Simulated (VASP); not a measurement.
Band structure of InBi (space group P4/nmm). Computed with PBEsol GGA, VASP's PBE PAW potentials (set 64) (plane waves; VASP 6.6.1).

Unless said otherwise, spin-orbit coupling is left out, though it shifts the bands of the heavy elements here.

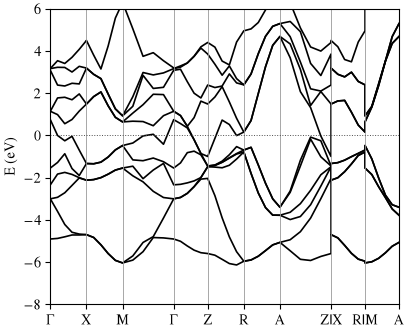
Figure. Bands along high-symmetry lines, zero at the valence-band maximum or, without a gap, the Fermi level

**Question.** Read the plot: is there a gap, and where are the band edges?

**Answer.** It has no gap at this level: it comes out as a metal or semimetal.

The structure comes from a computed database's InBi entry (P4/nmm); how it stands against other phases isn't given here. The cell was not relaxed at this level.
